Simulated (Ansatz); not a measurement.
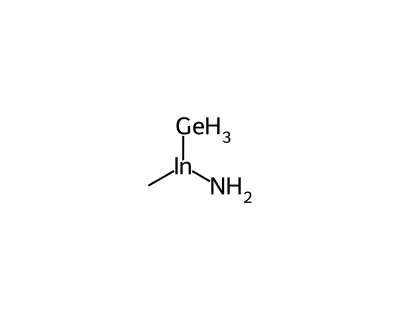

A structural formula.

> Write the SMILES.

[CH3][In]([NH2])[GeH3]

> What is the molecular formula?

CH8GeInN.

The parts below concern this one geometry. Atoms keep their numbers from picture to picture. The geometry was computed by an optimisation with PBE0-D4/def2-TZVP.

**Levels of theory compared**

Program: Ansatz 0.2.0.

At this fixed geometry, give vertical IP (eV), dipole (D), HOMO–LUMO gap (eV) at these levels: B3LYP-D4/def2-TZVPP; PBE-D4/def2-TZVPP; r2SCAN-D4/def2-TZVPP; ωB97M-V/def2-TZVPP.

```json
{"level": "B3LYP-D4/def2-TZVPP", "vertical IP (eV)": "8.73", "dipole (D)": "1.01", "HOMO–LUMO gap (eV)": "5.36"}
{"level": "PBE-D4/def2-TZVPP", "vertical IP (eV)": "8.46", "dipole (D)": "1.07", "HOMO–LUMO gap (eV)": "3.86"}
{"level": "r2SCAN-D4/def2-TZVPP", "vertical IP (eV)": "8.55", "dipole (D)": "1.03", "HOMO–LUMO gap (eV)": "4.28"}
{"level": "ωB97M-V/def2-TZVPP", "vertical IP (eV)": "8.90", "dipole (D)": "0.94", "HOMO–LUMO gap (eV)": "9.62"}
```

**Vibrations**

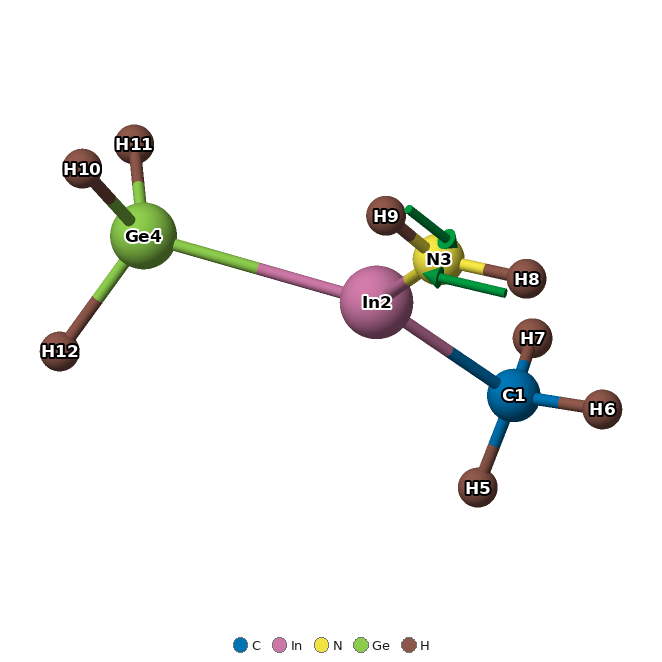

The arrows show one normal mode. Harmonic vibrations computed with RKS PBE0-D4/def2-TZVP, core potentials on In (Ansatz 0.2.0) at a stationary point of the same level.

> What kind of motion is it?

Mostly in-phase stretching of 2 N–H bonds.

> At what wavenumber does it lie?

3599 cm⁻¹; it is mode 29 of 30 counted from the lowest.

**Charges**

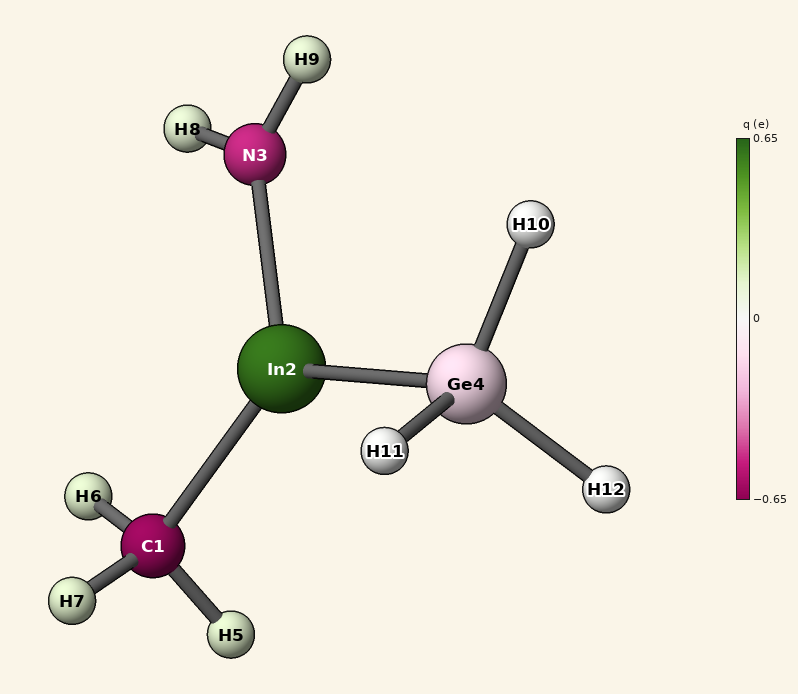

Atoms are coloured by their Mulliken charges. Level of theory: RKS ωB97M-V/def2-TZVPP, core potentials on In (Ansatz 0.2.0).

> Which atom carries the highest charge (most positive or least negative)?

In2 (0.59 e).

> And the lowest?

C1 (−0.60 e).

List the Mulliken charges.

| atom | value (e) |
| --- | --- |
| C1 | −0.60 |
| In2 | 0.59 |
| N3 | −0.49 |
| Ge4 | −0.13 |
| H5 | 0.13 |
| H6 | 0.13 |
| H7 | 0.13 |
| H8 | 0.11 |
| H9 | 0.12 |
| H10 | 0.01 |
| H11 | 0.01 |
| H12 | 0.01 |

Mulliken values depend strongly on the basis set and can even reverse the polarity of a bond.
